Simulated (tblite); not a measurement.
# Geometry relaxation of C6H8Al (charge −1) (part 1 of 4)

C6H8Al, charge −1, SMILES [AlH3-][c]1ccccc1, computed with GFN2-xTB geometry optimisation, gas phase (tblite 0.8.0).

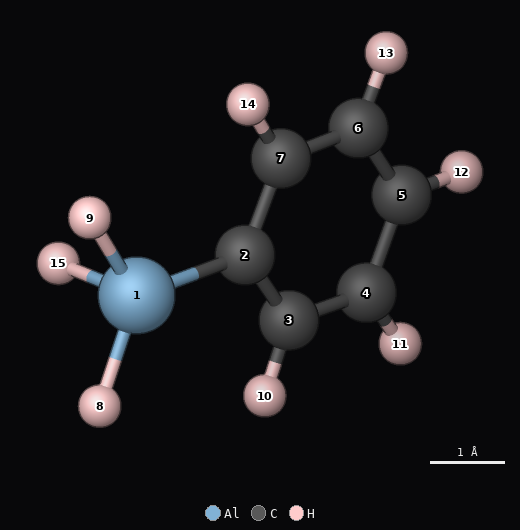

Figure 1. The structure as given in the input (ball-and-stick view, seen at a tilt; atoms are numbered from 1 in the order of the input). Sticks mark near contacts.

## Key numbers

| quantity | value |
| --- | --- |
| outcome | converged |
| total energy | −495.2630 eV |
| hardware | 1 CPU thread, shared host |
| wall time | 0.65 s |
| peak memory | 0.47 GiB |

## The input
```
{"job": {"kind": "relax", "xc": "GFN2-xTB", "basis": "xTB"}, "charge": -1, "multiplicity": 1}
Al     2.729900    -0.218700    -0.014900
C      0.759300    -0.052600    -0.029600
C      0.142800     1.092800    -0.472000
C     -1.267300     1.229200    -0.493100
C     -2.049800     0.156800     0.013300
C     -1.447500    -1.004600     0.463400
C     -0.045300    -1.102300     0.454900
H      3.596900     1.009100    -0.554000
H      3.398100    -1.552500     0.536000
H      0.711200     1.936500    -0.846500
H     -1.748500     2.122800    -0.847600
H     -3.144800     0.239900     0.005800
H     -2.059100    -1.826900     0.860700
H      0.420500    -2.031700     0.830700
H      2.707000    -0.874800    -1.465000
```

The first line tells a small driver script what to run in tblite; the rest is the geometry in Å.

Launched with:
```bash
OMP_NUM_THREADS=1 python <driver script> task.json out
```

## The program's output
```
step      E/eV     max force
  0    -494.14811    2.695
  1    -494.39560    2.195
  2    -494.65496    1.308
  3    -494.91035    1.633
  4    -495.00827    1.337
  5    -495.13514    0.710
  6    -495.16699    0.502
  7    -495.18674    0.377
  8    -495.20119    0.313
  9    -495.21470    0.280
 10    -495.22332    0.231
 11    -495.22934    0.160
 12    -495.23269    0.148
 13    -495.23431    0.103
 14    -495.23518    0.100
 15    -495.23607    0.089
 16    -495.23758    0.136
 17    -495.23963    0.146
 18    -495.24169    0.118
 19    -495.24314    0.089
 20    -495.24404    0.083
 21    -495.24480    0.092
 22    -495.24548    0.091
 23    -495.24602    0.104
 24    -495.24650    0.089
 25    -495.24696    0.062
 26    -495.24738    0.060
 27    -495.24774    0.054
 28    -495.24810    0.065
 29    -495.24861    0.072
 30    -495.24935    0.084
 31    -495.25024    0.096
 32    -495.25112    0.102
 33    -495.25193    0.106
 34    -495.25272    0.101
 35    -495.25349    0.074
 36    -495.25424    0.090
 37    -495.25506    0.107
 38    -495.25625    0.108
 39    -495.25792    0.139
 40    -495.25947    0.117
 41    -495.26036    0.050
 42    -495.26072    0.045
 43    -495.26097    0.050
 44    -495.26144    0.061
 45    -495.26202    0.059
 46    -495.26248    0.038
 47    -495.26266    0.023
 48    -495.26273    0.024
 49    -495.26279    0.020
 50    -495.26285    0.014
 51    -495.26290    0.016
 52    -495.26292    0.013
 53    -495.26294    0.012
 54    -495.26296    0.008
```

## Trajectory as extended XYZ (Å, eV, eV/Å), 54 of the 55 frames kept, from step=0 to step=54
```
15
Properties=species:S:1:pos:R:3:forces:R:3 step=0 energy=-494.14811
Al    2.7299   -0.2187   -0.0149    0.9840  -1.0680  -2.2700
C     0.7593   -0.0526   -0.0296   -0.2250  -0.4580   1.7280
C     0.1428    1.0928   -0.4720   -2.1740   0.7670  -0.4130
C    -1.2673    1.2292   -0.4931    0.5290  -1.7370   0.7320
C    -2.0498    0.1568    0.0133    0.2480   1.0340  -0.6870
C    -1.4475   -1.0046    0.4634    0.7940  -0.1800   0.0710
C    -0.0453   -1.1023    0.4549   -0.7680   0.0300  -0.0850
H     3.5969    1.0091   -0.5540    0.0340   0.5270   0.9760
H     3.3981   -1.5525    0.5360    0.0610   0.3210   1.1650
H     0.7112    1.9365   -0.8465    0.2420  -0.1070   0.0750
H    -1.7485    2.1228   -0.8476   -0.0840   0.1910  -0.0740
H    -3.1448    0.2399    0.0058    0.3920   0.0230   0.0630
H    -2.0591   -1.8269    0.8607    0.2040   0.3220  -0.1880
H     0.4205   -2.0317    0.8307   -0.1390   0.6390  -0.2400
H     2.7070   -0.8748   -1.4650   -0.0980  -0.3030  -0.8530
15
Properties=species:S:1:pos:R:3:forces:R:3 step=1 energy=-494.39560
Al    2.7440   -0.2340   -0.0473    0.5920  -0.8810  -1.9210
C     0.7560   -0.0591   -0.0049   -0.4500   0.8190   0.9160
C     0.1117    1.1038   -0.4779    0.3400  -0.5330   0.1760
C    -1.2597    1.2044   -0.4826   -0.6890   0.4410  -0.1960
C    -2.0463    0.1716    0.0035    0.0020  -0.7580   0.1500
C    -1.4361   -1.0072    0.4644   -0.4060   0.4840  -0.1910
C    -0.0563   -1.1018    0.4537   -0.0230  -0.1550   0.0720
H     3.5974    1.0166   -0.5400    0.0680   0.4910   0.8960
H     3.3990   -1.5480    0.5526    0.0990   0.2830   1.0780
H     0.7146    1.9350   -0.8454   -0.0370  -0.2170   0.1230
H    -1.7497    2.1255   -0.8487    0.2000  -0.4450   0.1640
H    -3.1392    0.2402    0.0067    0.3400   0.0870   0.0230
H    -2.0562   -1.8223    0.8580    0.1730   0.2690  -0.1740
H     0.4185   -2.0226    0.8273   -0.1250   0.4650  -0.1680
H     2.7056   -0.8791   -1.4771   -0.0840  -0.3500  -0.9470
15
Properties=species:S:1:pos:R:3:forces:R:3 step=2 energy=-494.65496
Al    2.7662   -0.2628   -0.1094   -0.0110  -0.4980  -1.1560
C     0.7448   -0.0480    0.0317    0.0670   0.7910   0.3340
C     0.0949    1.1016   -0.4789    1.1080  -0.5730   0.3930
C    -1.2675    1.1943   -0.4786   -0.6140   1.0320  -0.4950
C    -2.0435    0.1679   -0.0010   -0.3420  -0.8320   0.2970
C    -1.4355   -0.9997    0.4614   -0.5940   0.1110  -0.0800
C    -0.0650   -1.1046    0.4542    0.2380   0.2800   0.0650
H     3.5991    1.0319   -0.5119    0.0970   0.3840   0.7420
H     3.4016   -1.5389    0.5863    0.1230   0.2480   0.8800
H     0.7165    1.9296   -0.8422   -0.2280  -0.3130   0.1630
H    -1.7467    2.1188   -0.8463    0.0890  -0.4180   0.1240
H    -3.1283    0.2422    0.0078    0.0720   0.0620   0.0240
H    -2.0506   -1.8135    0.8526    0.0380   0.1390  -0.1370
H     0.4146   -2.0065    0.8214    0.0050   0.0460   0.0060
H     2.7029   -0.8893   -1.5049   -0.0490  -0.4590  -1.1610
15
Properties=species:S:1:pos:R:3:forces:R:3 step=3 energy=-494.91035
Al    2.7937   -0.3116   -0.2168   -0.5230   0.1690   0.3310
C     0.7373   -0.0241    0.0901    0.6580   0.4080  -0.4950
C     0.0861    1.0946   -0.4736    0.8410  -0.3300   0.5870
C    -1.2828    1.1938   -0.4804    0.0740   0.4430  -0.2870
C    -2.0490    0.1560   -0.0050   -0.0360  -0.1660   0.1340
C    -1.4413   -0.9950    0.4584   -0.3160   0.0110  -0.0960
C    -0.0746   -1.0966    0.4552    0.4040   0.4750   0.2240
H     3.6036    1.0611   -0.4572    0.0470   0.0790   0.4570
H     3.4080   -1.5209    0.6516    0.0750   0.2800   0.4220
H     0.7141    1.9149   -0.8340   -0.2230  -0.1790   0.1120
H    -1.7436    2.1050   -0.8422   -0.2120   0.0310  -0.1080
H    -3.1138    0.2456    0.0102   -0.5890   0.0240   0.0330
H    -2.0430   -1.7991    0.8422   -0.2890  -0.3190   0.0320
H     0.4104   -1.9861    0.8145    0.0990  -0.2940   0.1590
H     2.6982   -0.9144   -1.5710   -0.0080  -0.6330  -1.5050
15
Properties=species:S:1:pos:R:3:forces:R:3 step=4 energy=-495.00827
Al    2.7962   -0.3253   -0.2474   -0.5030   0.2260   0.4700
C     0.7446   -0.0120    0.1031    0.6470  -0.1000  -0.4800
C     0.0903    1.0892   -0.4638    0.4100   0.0730   0.3930
C    -1.2843    1.1950   -0.4830    0.2620   0.1510  -0.1200
C    -2.0494    0.1530   -0.0060   -0.2510   0.2060   0.0050
C    -1.4457   -0.9930    0.4558    0.0740  -0.1770   0.0130
C    -0.0729   -1.0874    0.4591    0.3030   0.3820   0.2670
H     3.6056    1.0717   -0.4319   -0.0030  -0.0530   0.3500
H     3.4110   -1.5104    0.6796    0.0260   0.3050   0.2360
H     0.7108    1.9080   -0.8299   -0.1380  -0.0630   0.0760
H    -1.7463    2.1023   -0.8430   -0.2030   0.0970  -0.1490
H    -3.1184    0.2470    0.0116   -0.4540   0.0010   0.0140
H    -2.0451   -1.7996    0.8394   -0.2580  -0.3090   0.0130
H     0.4103   -1.9829    0.8144    0.0640  -0.2190   0.1440
H     2.6965   -0.9324   -1.6159    0.0230  -0.5200  -1.2320
15
Properties=species:S:1:pos:R:3:forces:R:3 step=5 energy=-495.13514
Al    2.7904   -0.3424   -0.2856   -0.2590   0.1350   0.3110
C     0.7686    0.0001    0.1138    0.2670  -0.5490  -0.3630
C     0.1022    1.0860   -0.4419   -0.2620   0.3760   0.0790
C    -1.2806    1.1984   -0.4883    0.2090  -0.3170   0.2330
C    -2.0585    0.1552   -0.0083    0.0540   0.2570  -0.0320
C    -1.4469   -0.9946    0.4529    0.2080   0.0680   0.0550
C    -0.0644   -1.0671    0.4721    0.0920  -0.0650   0.2870
H     3.6081    1.0860   -0.3851   -0.0990  -0.2400   0.1790
H     3.4158   -1.4866    0.7273   -0.0700   0.3270  -0.0440
H     0.7038    1.8971   -0.8221    0.1160   0.2530  -0.0320
H    -1.7542    2.0999   -0.8478   -0.0610   0.1090  -0.1650
H    -3.1329    0.2492    0.0137   -0.2370  -0.0130  -0.0410
H    -2.0533   -1.8067    0.8349   -0.0330  -0.1370  -0.0750
H     0.4107   -1.9808    0.8167   -0.0050   0.0010   0.0970
H     2.6947   -0.9706   -1.7103    0.0800  -0.2050  -0.4900
15
Properties=species:S:1:pos:R:3:forces:R:3 step=6 energy=-495.16699
Al    2.7828   -0.3434   -0.2879   -0.0660   0.0210   0.0750
C     0.7800   -0.0041    0.1077   -0.1020  -0.4080  -0.2740
C     0.1052    1.0893   -0.4333   -0.2040   0.2350   0.0130
C    -1.2775    1.1970   -0.4870    0.1120  -0.1100   0.2090
C    -2.0594    0.1575   -0.0080   -0.1140   0.1590   0.0020
C    -1.4460   -0.9925    0.4526    0.2380  -0.0330   0.1620
C    -0.0590   -1.0629    0.4809   -0.0580  -0.0850   0.1550
H     3.6070    1.0852   -0.3701   -0.1240  -0.2550   0.1460
H     3.4158   -1.4746    0.7385   -0.0970   0.3130  -0.0820
H     0.7034    1.8987   -0.8206    0.1320   0.2690  -0.0280
H    -1.7573    2.1006   -0.8518    0.0540  -0.0300  -0.0950
H    -3.1421    0.2496    0.0135    0.0320  -0.0280  -0.0670
H    -2.0564   -1.8115    0.8325    0.1020   0.0270  -0.1320
H     0.4110   -1.9812    0.8194    0.0040   0.0040   0.1110
H     2.6957   -0.9847   -1.7445    0.0900  -0.0790  -0.1970
15
Properties=species:S:1:pos:R:3:forces:R:3 step=7 energy=-495.18674
Al    2.7765   -0.3437   -0.2882    0.0610  -0.0660  -0.1180
C     0.7845   -0.0124    0.0976   -0.2870  -0.1280  -0.2080
C     0.1065    1.0939   -0.4264   -0.0190   0.0900  -0.0490
C    -1.2744    1.1970   -0.4833   -0.0650  -0.0030   0.1910
C    -2.0629    0.1600   -0.0068    0.0780  -0.0280   0.0640
C    -1.4421   -0.9916    0.4556    0.0030   0.0960   0.1390
C    -0.0563   -1.0612    0.4894   -0.0760  -0.1330   0.0400
H     3.6039    1.0797   -0.3571   -0.1300  -0.2340   0.1230
H     3.4140   -1.4605    0.7446   -0.1050   0.2780  -0.0840
H     0.7053    1.9046   -0.8199    0.0710   0.1670   0.0270
H    -1.7578    2.0995   -0.8559    0.1110  -0.0840  -0.0440
H    -3.1472    0.2494    0.0120    0.1030  -0.0330  -0.0790
H    -2.0563   -1.8139    0.8283    0.1490   0.0730  -0.1230
H     0.4114   -1.9819    0.8237    0.0100   0.0010   0.1190
H     2.6981   -0.9957   -1.7714    0.0950   0.0050   0.0020
15
Properties=species:S:1:pos:R:3:forces:R:3 step=8 energy=-495.20119
Al    2.7729   -0.3453   -0.2909    0.0790  -0.1060  -0.2260
C     0.7826   -0.0206    0.0860   -0.2610   0.0860  -0.1500
C     0.1074    1.0990   -0.4224    0.0500  -0.0600  -0.0730
C    -1.2737    1.1967   -0.4768   -0.0440   0.1750   0.0950
C    -2.0629    0.1611   -0.0046    0.0370  -0.0990   0.0960
C    -1.4400   -0.9886    0.4603   -0.0660   0.0540   0.1410
C    -0.0554   -1.0626    0.4963   -0.1030  -0.0790  -0.0700
H     3.5991    1.0712   -0.3450   -0.1170  -0.1910   0.0990
H     3.4107   -1.4447    0.7475   -0.0960   0.2230  -0.0680
H     0.7079    1.9119   -0.8187    0.0040   0.0600   0.0740
H    -1.7562    2.0973   -0.8598    0.1110  -0.1040   0.0030
H    -3.1494    0.2485    0.0094    0.1710  -0.0430  -0.0810
H    -2.0535   -1.8145    0.8229    0.1150   0.0570  -0.0770
H     0.4120   -1.9825    0.8293    0.0170  -0.0230   0.1230
H     2.7017   -1.0038   -1.7913    0.1010   0.0500   0.1130
15
Properties=species:S:1:pos:R:3:forces:R:3 step=9 energy=-495.21470
Al    2.7709   -0.3493   -0.2988    0.0110  -0.1050  -0.2590
C     0.7764   -0.0279    0.0720   -0.1040   0.1670  -0.0710
C     0.1072    1.1037   -0.4203    0.1300  -0.1270  -0.0970
C    -1.2725    1.1991   -0.4680   -0.0890   0.1820   0.0340
C    -2.0626    0.1614   -0.0009    0.1060  -0.0550   0.0810
C    -1.4382   -0.9852    0.4681   -0.1500   0.0380   0.0920
C    -0.0572   -1.0654    0.5017    0.0030  -0.0020  -0.1480
H     3.5919    1.0589   -0.3306   -0.0880  -0.1270   0.0610
H     3.4054   -1.4242    0.7494   -0.0750   0.1420  -0.0440
H     0.7106    1.9203   -0.8159   -0.0680  -0.0610   0.1150
H    -1.7526    2.0934   -0.8638    0.0590  -0.0410   0.0280
H    -3.1479    0.2467    0.0050    0.1360  -0.0460  -0.0730
H    -2.0485   -1.8141    0.8161    0.0160  -0.0260   0.0100
H     0.4129   -1.9834    0.8373    0.0020  -0.0100   0.1000
H     2.7076   -1.0109   -1.8091    0.1100   0.0710   0.1710
15
Properties=species:S:1:pos:R:3:forces:R:3 step=10 energy=-495.22332
Al    2.7699   -0.3538   -0.3085   -0.0720  -0.0710  -0.2080
C     0.7705   -0.0313    0.0622    0.0850   0.1380  -0.0350
C     0.1076    1.1056   -0.4218    0.0540  -0.1370  -0.0720
C    -1.2730    1.2021   -0.4608    0.0220   0.1570  -0.0250
C    -2.0600    0.1621    0.0024    0.0450  -0.0220   0.0700
C    -1.4389   -0.9826    0.4750   -0.0510   0.0030   0.0400
C    -0.0585   -1.0675    0.5022    0.0070   0.0290  -0.1400
H     3.5855    1.0482   -0.3209   -0.0590  -0.0690   0.0290
H     3.4004   -1.4086    0.7489   -0.0540   0.0730  -0.0230
H     0.7114    1.9250   -0.8121   -0.0760  -0.0910   0.1040
H    -1.7492    2.0907   -0.8659   -0.0080   0.0380   0.0310
H    -3.1441    0.2446    0.0008    0.0820  -0.0370  -0.0590
H    -2.0450   -1.8143    0.8120   -0.0740  -0.0910   0.0740
H     0.4133   -1.9837    0.8442   -0.0140   0.0220   0.0630
H     2.7135   -1.0134   -1.8155    0.1140   0.0600   0.1510
15
Properties=species:S:1:pos:R:3:forces:R:3 step=11 energy=-495.22934
Al    2.7682   -0.3580   -0.3188   -0.1110  -0.0230  -0.1070
C     0.7676   -0.0317    0.0551    0.1540  -0.0040   0.0020
C     0.1072    1.1048   -0.4250    0.0290  -0.0620  -0.0440
C    -1.2724    1.2063   -0.4560    0.0080   0.0190  -0.0270
C    -2.0572    0.1626    0.0058    0.0420   0.0670   0.0210
C    -1.4394   -0.9809    0.4806   -0.0110  -0.0530   0.0010
C    -0.0600   -1.0691    0.4995    0.0850   0.0550  -0.0920
H     3.5799    1.0394   -0.3148   -0.0360  -0.0230   0.0020
H     3.3958   -1.3971    0.7471   -0.0410   0.0200  -0.0080
H     0.7109    1.9267   -0.8077   -0.0540  -0.0780   0.0700
H    -1.7470    2.0899   -0.8667   -0.0540   0.1040   0.0260
H    -3.1394    0.2424   -0.0033    0.0040  -0.0230  -0.0410
H    -2.0439   -1.8160    0.8108   -0.0960  -0.0840   0.0960
H     0.4132   -1.9832    0.8499   -0.0290   0.0580   0.0220
H     2.7199   -1.0130   -1.8144    0.1100   0.0270   0.0790
15
Properties=species:S:1:pos:R:3:forces:R:3 step=12 energy=-495.23269
Al    2.7655   -0.3605   -0.3260   -0.0860   0.0110  -0.0140
C     0.7682   -0.0319    0.0515    0.1380  -0.0540  -0.0050
C     0.1077    1.1031   -0.4281   -0.0410  -0.0240  -0.0040
C    -1.2724    1.2088   -0.4539    0.0590  -0.0260  -0.0400
C    -2.0547    0.1641    0.0080   -0.0100   0.0260   0.0160
C    -1.4402   -0.9812    0.4837    0.0680  -0.0390  -0.0380
C    -0.0592   -1.0691    0.4957    0.0170   0.0180  -0.0210
H     3.5762    1.0341   -0.3126   -0.0260   0.0050  -0.0130
H     3.3924   -1.3913    0.7451   -0.0380  -0.0080  -0.0010
H     0.7095    1.9260   -0.8041   -0.0060  -0.0250   0.0250
H    -1.7467    2.0916   -0.8664   -0.0560   0.1050   0.0350
H    -3.1363    0.2407   -0.0063   -0.0280  -0.0070  -0.0260
H    -2.0449   -1.8183    0.8122   -0.0720  -0.0390   0.0880
H     0.4126   -1.9818    0.8533   -0.0200   0.0630  -0.0020
H     2.7256   -1.0113   -1.8100    0.1020  -0.0060   0.0010
15
Properties=species:S:1:pos:R:3:forces:R:3 step=13 energy=-495.23431
Al    2.7628   -0.3613   -0.3291   -0.0260   0.0180   0.0250
C     0.7709   -0.0324    0.0496    0.0280  -0.0730   0.0000
C     0.1077    1.1013   -0.4295   -0.0150   0.0080   0.0040
C    -1.2715    1.2101   -0.4541   -0.0040  -0.0620  -0.0240
C    -2.0536    0.1647    0.0095   -0.0060   0.0270  -0.0120
C    -1.4396   -0.9818    0.4842    0.0240  -0.0420  -0.0370
C    -0.0586   -1.0689    0.4934    0.0280   0.0070   0.0060
H     3.5741    1.0319   -0.3122   -0.0260   0.0170  -0.0180
H     3.3902   -1.3892    0.7440   -0.0400  -0.0160   0.0020
H     0.7087    1.9251   -0.8020    0.0190   0.0020   0.0020
H    -1.7475    2.0942   -0.8654   -0.0270   0.0660   0.0510
H    -3.1354    0.2398   -0.0081   -0.0270  -0.0020  -0.0140
H    -2.0468   -1.8200    0.8146   -0.0150   0.0270   0.0600
H     0.4120   -1.9801    0.8548   -0.0050   0.0450  -0.0060
H     2.7300   -1.0104   -1.8075    0.0930  -0.0230  -0.0390
15
Properties=species:S:1:pos:R:3:forces:R:3 step=14 energy=-495.23518
Al    2.7609   -0.3613   -0.3300    0.0200   0.0120   0.0260
C     0.7728   -0.0336    0.0487   -0.0340  -0.0250  -0.0130
C     0.1081    1.1002   -0.4299   -0.0170   0.0070   0.0040
C    -1.2713    1.2099   -0.4549   -0.0040  -0.0290  -0.0220
C    -2.0533    0.1653    0.0101   -0.0160  -0.0230  -0.0140
C    -1.4393   -0.9829    0.4836    0.0130  -0.0030  -0.0360
C    -0.0575   -1.0685    0.4925   -0.0260  -0.0170   0.0170
H     3.5727    1.0313   -0.3123   -0.0270   0.0220  -0.0180
H     3.3885   -1.3885    0.7436   -0.0430  -0.0180   0.0040
H     0.7086    1.9246   -0.8009    0.0280   0.0120  -0.0060
H    -1.7485    2.0966   -0.8639    0.0020   0.0200   0.0650
H    -3.1356    0.2394   -0.0092   -0.0110   0.0000  -0.0080
H    -2.0480   -1.8203    0.8170    0.0160   0.0530   0.0430
H     0.4116   -1.9786    0.8553    0.0140   0.0140   0.0020
H     2.7338   -1.0106   -1.8075    0.0860  -0.0240  -0.0450
15
Properties=species:S:1:pos:R:3:forces:R:3 step=15 energy=-495.23607
Al    2.7595   -0.3612   -0.3307    0.0540   0.0010   0.0140
C     0.7739   -0.0351    0.0473   -0.0850   0.0150  -0.0200
C     0.1081    1.0994   -0.4300    0.0040   0.0080  -0.0060
C    -1.2712    1.2094   -0.4560   -0.0270  -0.0040  -0.0080
C    -2.0534    0.1652    0.0104   -0.0110  -0.0340  -0.0320
C    -1.4387   -0.9838    0.4824   -0.0310   0.0150  -0.0170
C    -0.0571   -1.0684    0.4921   -0.0310  -0.0230   0.0110
H     3.5707    1.0312   -0.3123   -0.0270   0.0280  -0.0170
H     3.3859   -1.3879    0.7436   -0.0420  -0.0200   0.0080
H     0.7089    1.9243   -0.8000    0.0240   0.0070  -0.0060
H    -1.7492    2.0991   -0.8612    0.0260  -0.0210   0.0740
H    -3.1361    0.2390   -0.0104    0.0040  -0.0010  -0.0020
H    -2.0488   -1.8196    0.8199    0.0380   0.0670   0.0270
H     0.4117   -1.9770    0.8561    0.0270  -0.0190   0.0120
H     2.7392   -1.0116   -1.8090    0.0790  -0.0200  -0.0370
15
Properties=species:S:1:pos:R:3:forces:R:3 step=16 energy=-495.23758
Al    2.7580   -0.3613   -0.3323    0.0790  -0.0140  -0.0050
C     0.7742   -0.0376    0.0443   -0.1110   0.0700  -0.0350
C     0.1080    1.0984   -0.4307    0.0170   0.0060  -0.0190
C    -1.2714    1.2083   -0.4577   -0.0310   0.0450   0.0130
C    -2.0536    0.1648    0.0101   -0.0100  -0.0540  -0.0550
C    -1.4383   -0.9852    0.4804   -0.0630   0.0490   0.0120
C    -0.0569   -1.0687    0.4915   -0.0490  -0.0290   0.0010
H     3.5664    1.0311   -0.3123   -0.0230   0.0380  -0.0170
H     3.3804   -1.3867    0.7440   -0.0380  -0.0260   0.0150
H     0.7101    1.9241   -0.7981    0.0120  -0.0020  -0.0060
H    -1.7500    2.1031   -0.8551    0.0470  -0.0660   0.0740
H    -3.1367    0.2382   -0.0128    0.0160  -0.0030   0.0070
H    -2.0495   -1.8172    0.8256    0.0460   0.0590   0.0110
H     0.4122   -1.9745    0.8579    0.0400  -0.0610   0.0240
H     2.7506   -1.0137   -1.8126    0.0680  -0.0110  -0.0200
```
